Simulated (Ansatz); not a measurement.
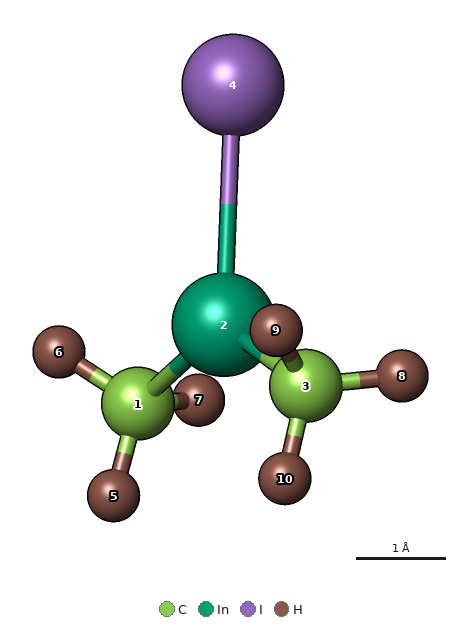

Figure 1. The input geometry (ball-and-stick view, seen at a tilt; atoms are numbered from 1 in the order of the input). Sticks mark near contacts.

**C2H6IIn: molecular dynamics (part 1 of 2)**

System: C2H6IIn, SMILES [CH3][In]([CH3])[I].
Method: RKS revPBE-d4/def2-SVP (Ansatz 0.2.0).

The geometry comes from this level: PBE0-D4/def2-TZVP. Figures and captions count atoms from 1; the log counts them from 0 in places.

The program's output:
```
Functional definition: revPBE
  name "revPBE"
  cite "Zhang & Yang, Phys. Rev. Lett. 80, 890 (1998) doi:10.1103/PhysRevLett.80.890"
  cite "Perdew, Burke & Ernzerhof, Phys. Rev. Lett. 77, 3865 (1996) doi:10.1103/PhysRevLett.77.3865"
  parameter kappa = 1.245
  parameter beta = 0.06672455060314922
  exchange = pbe_x(kappa = kappa, mu = beta*pi^2/3)
  correlation = pbe_c(beta = beta)
1296 factors; their error is unknown
mean field evaluation 1: about -15432.8031 eV, gradient 7.6e1 eV
mean field evaluation 2: about -15407.9462 eV, gradient 1.1e2 eV
mean field evaluation 4: about -15447.8908 eV, gradient 7.7e0 eV
mean field evaluation 8: about -15448.0738 eV, gradient 1.6e-1 eV
mean field evaluation 16: about -15448.0738 eV, gradient 4.9e-5 eV
mean field -15448.07383525 eV, -567.7062423647 hartree, gradient 4.9e-5 eV, S^2 0.000000; 0 other end points of the search recorded, 0 dependent functions left out
the calculation of the forces begins
reference -15448.07388902 eV, -567.7062443408 hartree; 32, 32 occupied and 78, 78 virtual orbitals, 1296 factors
md step     0: t =     0.00 fs  T =   270.0 K  F+E_penalty+E_count = -15448.56196963 eV  E_kin = 0.349002 eV  (26 SCF iters)
these checks for a lower state are left out or cut short: starts, cluster_reference, orbital_swaps, neighbouring_geometries, increment
1296 factors; their error is unknown
mean field -15448.07582650 eV, -567.7063155420 hartree, gradient 2.2e-5 eV, S^2 0.000000; 0 other end points of the search recorded, 0 dependent functions left out
the calculation of the forces begins
reference -15448.07588021 eV, -567.7063175159 hartree; 32, 32 occupied and 78, 78 virtual orbitals, 1296 factors
md step     1: t =     1.00 fs  T =   301.7 K  F+E_penalty+E_count = -15448.56363541 eV  E_kin = 0.390023 eV  (28 SCF iters, 3 dispersion substeps)
[... from here on the SCF iterations and repeated set-up lines of each step are left out, up to the last step ...]
md step     2: t =     2.00 fs  T =   232.8 K  F+E_penalty+E_count = -15448.50874577 eV  E_kin = 0.300932 eV  (28 SCF iters, 3 dispersion substeps)
md step     3: t =     3.00 fs  T =   203.5 K  F+E_penalty+E_count = -15448.43630413 eV  E_kin = 0.262986 eV  (28 SCF iters, 3 dispersion substeps)
md step     4: t =     4.00 fs  T =   159.2 K  F+E_penalty+E_count = -15448.38901279 eV  E_kin = 0.205788 eV  (29 SCF iters, 3 dispersion substeps)
md step     5: t =     5.00 fs  T =   155.4 K  F+E_penalty+E_count = -15448.39505936 eV  E_kin = 0.200887 eV  (29 SCF iters, 3 dispersion substeps)
md step     6: t =     6.00 fs  T =   196.7 K  F+E_penalty+E_count = -15448.43476716 eV  E_kin = 0.254263 eV  (29 SCF iters, 3 dispersion substeps)
md step     7: t =     7.00 fs  T =   208.1 K  F+E_penalty+E_count = -15448.46242323 eV  E_kin = 0.269023 eV  (29 SCF iters, 3 dispersion substeps)
md step     8: t =     8.00 fs  T =   211.7 K  F+E_penalty+E_count = -15448.46131312 eV  E_kin = 0.273605 eV  (28 SCF iters, 3 dispersion substeps)
md step     9: t =     9.00 fs  T =   201.1 K  F+E_penalty+E_count = -15448.44390748 eV  E_kin = 0.260006 eV  (29 SCF iters, 3 dispersion substeps)
md step    10: t =    10.00 fs  T =   210.0 K  F+E_penalty+E_count = -15448.45616539 eV  E_kin = 0.271426 eV  (29 SCF iters, 3 dispersion substeps)
md step    11: t =    11.00 fs  T =   254.1 K  F+E_penalty+E_count = -15448.51296383 eV  E_kin = 0.328503 eV  (28 SCF iters, 3 dispersion substeps)
md step    12: t =    12.00 fs  T =   264.4 K  F+E_penalty+E_count = -15448.55640843 eV  E_kin = 0.341782 eV  (27 SCF iters, 3 dispersion substeps)
md step    13: t =    13.00 fs  T =   261.3 K  F+E_penalty+E_count = -15448.54470839 eV  E_kin = 0.337792 eV  (29 SCF iters, 3 dispersion substeps)
md step    14: t =    14.00 fs  T =   212.9 K  F+E_penalty+E_count = -15448.49392546 eV  E_kin = 0.275140 eV  (30 SCF iters, 3 dispersion substeps)
md step    15: t =    15.00 fs  T =   180.5 K  F+E_penalty+E_count = -15448.44375643 eV  E_kin = 0.233345 eV  (29 SCF iters, 3 dispersion substeps)
md step    16: t =    16.00 fs  T =   189.9 K  F+E_penalty+E_count = -15448.42837319 eV  E_kin = 0.245415 eV  (29 SCF iters, 3 dispersion substeps)
md step    17: t =    17.00 fs  T =   203.8 K  F+E_penalty+E_count = -15448.44471109 eV  E_kin = 0.263433 eV  (29 SCF iters, 3 dispersion substeps)
md step    18: t =    18.00 fs  T =   231.8 K  F+E_penalty+E_count = -15448.46162834 eV  E_kin = 0.299597 eV  (28 SCF iters, 3 dispersion substeps)
md step    19: t =    19.00 fs  T =   229.8 K  F+E_penalty+E_count = -15448.45564168 eV  E_kin = 0.297029 eV  (29 SCF iters, 3 dispersion substeps)
md step    20: t =    20.00 fs  T =   183.9 K  F+E_penalty+E_count = -15448.43693712 eV  E_kin = 0.237676 eV  (29 SCF iters, 3 dispersion substeps)
md step    21: t =    21.00 fs  T =   195.7 K  F+E_penalty+E_count = -15448.43762947 eV  E_kin = 0.252912 eV  (29 SCF iters, 3 dispersion substeps)
md step    22: t =    22.00 fs  T =   201.2 K  F+E_penalty+E_count = -15448.46460270 eV  E_kin = 0.260043 eV  (29 SCF iters, 3 dispersion substeps)
md step    23: t =    23.00 fs  T =   220.6 K  F+E_penalty+E_count = -15448.50696931 eV  E_kin = 0.285183 eV  (30 SCF iters, 3 dispersion substeps)
md step    24: t =    24.00 fs  T =   225.2 K  F+E_penalty+E_count = -15448.53206455 eV  E_kin = 0.291069 eV  (30 SCF iters, 3 dispersion substeps)
md step    25: t =    25.00 fs  T =   203.9 K  F+E_penalty+E_count = -15448.52484671 eV  E_kin = 0.263608 eV  (30 SCF iters, 3 dispersion substeps)
md step    26: t =    26.00 fs  T =   178.6 K  F+E_penalty+E_count = -15448.49843095 eV  E_kin = 0.230906 eV  (30 SCF iters, 3 dispersion substeps)
md step    27: t =    27.00 fs  T =   164.4 K  F+E_penalty+E_count = -15448.47904110 eV  E_kin = 0.212521 eV  (29 SCF iters, 3 dispersion substeps)
md step    28: t =    28.00 fs  T =   175.3 K  F+E_penalty+E_count = -15448.47569009 eV  E_kin = 0.226628 eV  (29 SCF iters, 3 dispersion substeps)
md step    29: t =    29.00 fs  T =   195.6 K  F+E_penalty+E_count = -15448.47983988 eV  E_kin = 0.252875 eV  (30 SCF iters, 3 dispersion substeps)
these checks for a lower state are left out or cut short: starts, cluster_reference, orbital_swaps, neighbouring_geometries, increment
1296 factors; their error is unknown
mean field -15447.99909540 eV, -567.7034957261 hartree, gradient 2.1e-5 eV, S^2 0.000000; 0 other end points of the search recorded, 0 dependent functions left out
the calculation of the forces begins
reference -15447.99914960 eV, -567.7034977177 hartree; 32, 32 occupied and 78, 78 virtual orbitals, 1296 factors
1296 factors; their error is unknown
mean field evaluation 256: about -15448.0241 eV, gradient 1.1e-1 eV
mean field -15447.99909540 eV, -567.7034957261 hartree, gradient 2.1e-5 eV, S^2 0.000000; 1 other end points of the search recorded, 0 dependent functions left out
the calculation of the forces begins
reference -15447.99914960 eV, -567.7034977177 hartree; 32, 32 occupied and 78, 78 virtual orbitals, 1296 factors
md step    30: t =    30.00 fs  T =   203.8 K  F+E_penalty+E_count = -15448.46993709 eV  E_kin = 0.263437 eV  (29 SCF iters, 3 dispersion substeps)
```

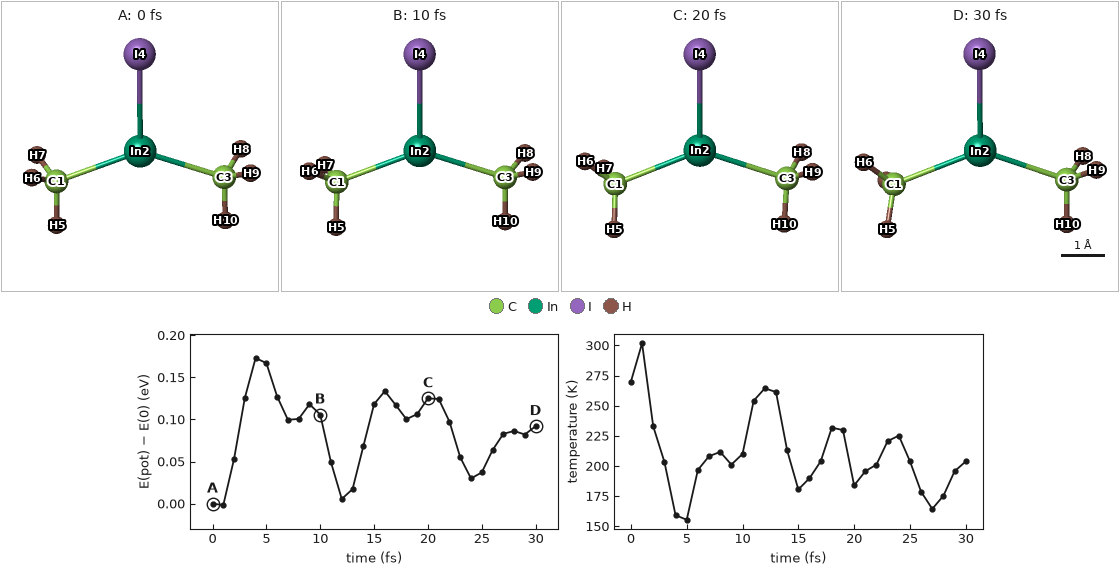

Figure 2. Frames of the molecular dynamics (ball-and-stick, seen at a tilt) above the curves, on which the letters mark them. The trajectory kept here has 31 frames over 30 fs. The temperature starts at 270 K, ranges from 155 to 302 K and averages 199 K over the second half. The potential energy ends 0.092 eV above its first value. After an unweighted best fit of the last frame on the first, the root-mean-square displacement is 0.32 Å, and H7 has moved furthest (0.56 Å).

```
Total energy: -15448.46999128 eV, -567.7208008306 hartree
Atom 0 at    -0.601238     1.921634    -0.560788 Å, force     0.627140    -0.270153     0.433085 eV/Å
Atom 1 at    -0.300653    -0.269884    -0.213558 Å, force     0.630238     0.552112     0.489672 eV/Å
Atom 2 at     1.093591    -1.419844     1.101285 Å, force    -1.023676     0.206326     1.126017 eV/Å
Atom 3 at    -2.014435    -1.831723    -1.588646 Å, force    -0.271600    -0.238463    -0.225792 eV/Å
Atom 4 at     0.303781     2.508370    -0.786833 Å, force     0.555621    -0.259187    -0.017944 eV/Å
Atom 5 at    -1.241448     2.049732    -1.429689 Å, force    -0.789809     0.047888    -0.249885 eV/Å
Atom 6 at    -0.982754     2.376881     0.374077 Å, force    -0.445562    -0.097093    -0.088135 eV/Å
Atom 7 at     0.581285    -1.699710     2.084730 Å, force     0.137480     0.264236    -0.908355 eV/Å
Atom 8 at     1.369639    -2.361349     0.617651 Å, force     0.285898    -0.247787    -0.291824 eV/Å
Atom 9 at     1.955107    -0.804496     1.407771 Å, force     0.294269     0.042121    -0.266840 eV/Å
Dipole moment:     0.390257     0.360655     0.321492 e Å
```

Trajectory as extended XYZ (Å, eV, eV/Å), 31 frames, from step=0 to step=30:
```
10
Properties=species:S:1:pos:R:3:forces:R:3 step=0 time_fs=0.0 energy=-15448.56197 temperature=270.0
C    -0.5875    1.8113   -0.6530    0.0254  -0.0710   0.0094
In   -0.2657   -0.2592   -0.2209    0.0517   0.0463   0.0383
C     1.0734   -1.4061    0.9909   -0.0345   0.0473  -0.0494
I    -2.0299   -1.8404   -1.5268   -0.2856  -0.2541  -0.2096
H     0.2616    2.4226   -0.3478    0.4667   0.3282   0.1706
H    -0.7632    1.9270   -1.7225   -0.0970   0.0617  -0.5754
H    -1.4796    2.1447   -0.1197   -0.4781   0.1712   0.2832
H     0.5252   -1.7822    1.8566   -0.2978  -0.2008   0.4586
H     1.4298   -2.2593    0.4136    0.1906  -0.4599  -0.3103
H     1.9190   -0.8096    1.3326    0.4587   0.3312   0.1846
10
Properties=species:S:1:pos:R:3:forces:R:3 step=1 time_fs=1.0 energy=-15448.56364 temperature=301.7
C    -0.5888    1.8063   -0.6496   -0.0923   0.6770  -0.2785
In   -0.2675   -0.2590   -0.2209    0.0941  -0.0366   0.0787
C     1.0698   -1.4065    0.9934    0.4721   0.3327  -0.0658
I    -2.0280   -1.8402   -1.5278   -0.2943  -0.2607  -0.2180
H     0.2772    2.4359   -0.3665    0.0685  -0.0452   0.0606
H    -0.7676    1.9356   -1.7445   -0.1329  -0.0357   0.3379
H    -1.4698    2.1564   -0.0636    0.0528  -0.0524  -0.2397
H     0.5445   -1.7871    1.8614   -0.5009  -0.2408   0.6968
H     1.4252   -2.2700    0.4302    0.2227  -0.4105  -0.3697
H     1.9271   -0.8034    1.3396    0.1103   0.0722  -0.0023
10
Properties=species:S:1:pos:R:3:forces:R:3 step=2 time_fs=2.0 energy=-15448.50875 temperature=232.8
C    -0.5901    1.8015   -0.6459   -0.1001   1.4005  -0.4309
In   -0.2693   -0.2588   -0.2212    0.1283  -0.1181   0.1209
C     1.0670   -1.4063    0.9955    0.8606   0.3388  -0.0252
I    -2.0264   -1.8397   -1.5288   -0.3025  -0.2677  -0.2267
H     0.2955    2.4483   -0.3846   -0.3475  -0.4186  -0.0362
H    -0.7744    1.9427   -1.7641   -0.1564  -0.1195   1.0627
H    -1.4587    2.1715   -0.0109    0.4856  -0.2656  -0.7246
H     0.5596   -1.7924    1.8706   -0.5785  -0.2050   0.7411
H     1.4219   -2.2857    0.4438    0.1889  -0.1861  -0.3097
H     1.9338   -0.7961    1.3475   -0.1784  -0.1587  -0.1713
10
Properties=species:S:1:pos:R:3:forces:R:3 step=3 time_fs=3.0 energy=-15448.43630 temperature=203.5
C    -0.5909    1.7977   -0.6431   -0.0139   1.9269  -0.4128
In   -0.2710   -0.2586   -0.2216    0.1567  -0.1932   0.1649
C     1.0654   -1.4057    0.9976    1.0099   0.1019   0.1460
I    -2.0252   -1.8391   -1.5299   -0.3096  -0.2746  -0.2351
H     0.3123    2.4561   -0.4017   -0.6459  -0.6945  -0.0904
H    -0.7814    1.9477   -1.7746   -0.1971  -0.1643   1.4569
H    -1.4420    2.1862    0.0355    0.7290  -0.4245  -1.0918
H     0.5709   -1.7985    1.8858   -0.5139  -0.0759   0.5438
H     1.4183   -2.3032    0.4539    0.1266   0.1115  -0.1925
H     1.9374   -0.7893    1.3535   -0.3417  -0.3133  -0.2890
10
Properties=species:S:1:pos:R:3:forces:R:3 step=4 time_fs=4.0 energy=-15448.38901 temperature=159.2
C    -0.5909    1.7957   -0.6411    0.1011   2.1870  -0.2425
In   -0.2728   -0.2583   -0.2221    0.1875  -0.2556   0.2064
C     1.0649   -1.4054    0.9996    0.9889  -0.2624   0.4071
I    -2.0241   -1.8386   -1.5309   -0.3164  -0.2809  -0.2427
H     0.3238    2.4584   -0.4188   -0.7582  -0.8288  -0.0900
H    -0.7892    1.9521   -1.7717   -0.2689  -0.1720   1.5074
H    -1.4186    2.1971    0.0745    0.7906  -0.5108  -1.3169
H     0.5793   -1.8053    1.9057   -0.3554   0.1075   0.1799
H     1.4169   -2.3196    0.4603    0.0445   0.4114  -0.0553
H     1.9398   -0.7852    1.3560   -0.4138  -0.3954  -0.3535
10
Properties=species:S:1:pos:R:3:forces:R:3 step=5 time_fs=5.0 energy=-15448.39506 temperature=155.4
C    -0.5906    1.7962   -0.6396    0.2566   2.1101   0.0754
In   -0.2744   -0.2578   -0.2226    0.2216  -0.2965   0.2494
C     1.0654   -1.4060    1.0021    0.8576  -0.5828   0.5697
I    -2.0232   -1.8381   -1.5320   -0.3223  -0.2861  -0.2496
H     0.3278    2.4544   -0.4363   -0.6600  -0.8053  -0.0452
H    -0.7980    1.9530   -1.7532   -0.3884  -0.1236   1.1707
H    -1.3884    2.2023    0.1018    0.6505  -0.4962  -1.3438
H     0.5880   -1.8095    1.9244   -0.2405   0.2344  -0.1207
H     1.4173   -2.3306    0.4634   -0.0226   0.6184   0.0534
H     1.9382   -0.7846    1.3559   -0.3524  -0.3724  -0.3594
10
Properties=species:S:1:pos:R:3:forces:R:3 step=6 time_fs=6.0 energy=-15448.43477 temperature=196.7
C    -0.5905    1.7985   -0.6384    0.5037   1.7157   0.4927
In   -0.2759   -0.2575   -0.2232    0.2545  -0.3206   0.2927
C     1.0663   -1.4074    1.0056    0.5960  -0.8086   0.6452
I    -2.0227   -1.8375   -1.5331   -0.3279  -0.2906  -0.2564
H     0.3259    2.4452   -0.4549   -0.3888  -0.6528   0.0211
H    -0.8112    1.9505   -1.7231   -0.5626  -0.0248   0.4794
H    -1.3516    2.2007    0.1176    0.3020  -0.3624  -1.1325
H     0.5980   -1.8114    1.9418   -0.1750   0.3099  -0.3366
H     1.4170   -2.3354    0.4658   -0.0468   0.6868   0.0992
H     1.9318   -0.7860    1.3519   -0.1552  -0.2525  -0.3048
10
Properties=species:S:1:pos:R:3:forces:R:3 step=7 time_fs=7.0 energy=-15448.46242 temperature=208.1
C    -0.5903    1.8020   -0.6364    0.8149   1.0900   0.8041
In   -0.2772   -0.2574   -0.2236    0.2895  -0.3347   0.3331
C     1.0679   -1.4095    1.0094    0.2440  -0.8943   0.7250
I    -2.0223   -1.8369   -1.5345   -0.3332  -0.2952  -0.2625
H     0.3212    2.4324   -0.4742   -0.0005  -0.4035   0.0880
H    -0.8325    1.9475   -1.6894   -0.7542   0.0855  -0.3573
H    -1.3135    2.1935    0.1234   -0.2083  -0.1147  -0.6645
H     0.6077   -1.8124    1.9574   -0.1316   0.3593  -0.5020
H     1.4157   -2.3334    0.4694   -0.0181   0.5845   0.0551
H     1.9252   -0.7899    1.3462    0.0975  -0.0769  -0.2190
10
Properties=species:S:1:pos:R:3:forces:R:3 step=8 time_fs=8.0 energy=-15448.46131 temperature=211.7
C    -0.5891    1.8064   -0.6327    1.0835   0.3161   0.7063
In   -0.2785   -0.2575   -0.2239    0.3268  -0.3383   0.3669
C     1.0705   -1.4118    1.0137   -0.1122  -0.7758   0.7505
I    -2.0220   -1.8361   -1.5360   -0.3383  -0.2998  -0.2670
H     0.3163    2.4164   -0.4918    0.4801  -0.0676   0.1404
H    -0.8626    1.9455   -1.6596   -0.8878   0.1620  -0.9983
H    -1.2794    2.1829    0.1217   -0.8228   0.2238   0.0359
H     0.6154   -1.8103    1.9671   -0.1272   0.3533  -0.5400
H     1.4151   -2.3238    0.4737    0.0550   0.3048  -0.0810
H     1.9220   -0.7960    1.3384    0.3429   0.1215  -0.1137
10
Properties=species:S:1:pos:R:3:forces:R:3 step=9 time_fs=9.0 energy=-15448.44391 temperature=201.1
C    -0.5877    1.8117   -0.6278    1.2347  -0.3860   0.1348
In   -0.2797   -0.2580   -0.2242    0.3592  -0.3271   0.3942
C     1.0728   -1.4141    1.0190   -0.3106  -0.4903   0.6110
I    -2.0219   -1.8353   -1.5375   -0.3436  -0.3052  -0.2710
H     0.3158    2.3999   -0.5063    0.8963   0.2461   0.1483
H    -0.8991    1.9446   -1.6399   -0.8825   0.1841  -1.1528
H    -1.2515    2.1730    0.1216   -1.3890   0.5614   0.7690
H     0.6205   -1.8054    1.9681   -0.1820   0.2767  -0.3770
H     1.4148   -2.3110    0.4763    0.1297  -0.0291  -0.2436
H     1.9251   -0.8023    1.3267    0.4879   0.2694  -0.0129
10
Properties=species:S:1:pos:R:3:forces:R:3 step=10 time_fs=10.0 energy=-15448.45616 temperature=210.0
C    -0.5859    1.8171   -0.6227    1.1070  -0.6891  -0.6125
In   -0.2808   -0.2587   -0.2242    0.3842  -0.3022   0.4175
C     1.0746   -1.4160    1.0247   -0.2788  -0.1104   0.3010
I    -2.0215   -1.8348   -1.5392   -0.3486  -0.3110  -0.2745
H     0.3241    2.3881   -0.5191    1.0083   0.3896   0.0995
H    -0.9438    1.9456   -1.6317   -0.6547   0.1447  -0.7427
H    -1.2362    2.1688    0.1282   -1.5889   0.7272   1.1686
H     0.6251   -1.7990    1.9623   -0.3124   0.1293  -0.0294
H     1.4148   -2.2986    0.4759    0.1802  -0.3127  -0.3768
H     1.9331   -0.8084    1.3158    0.5038   0.3347   0.0493
```
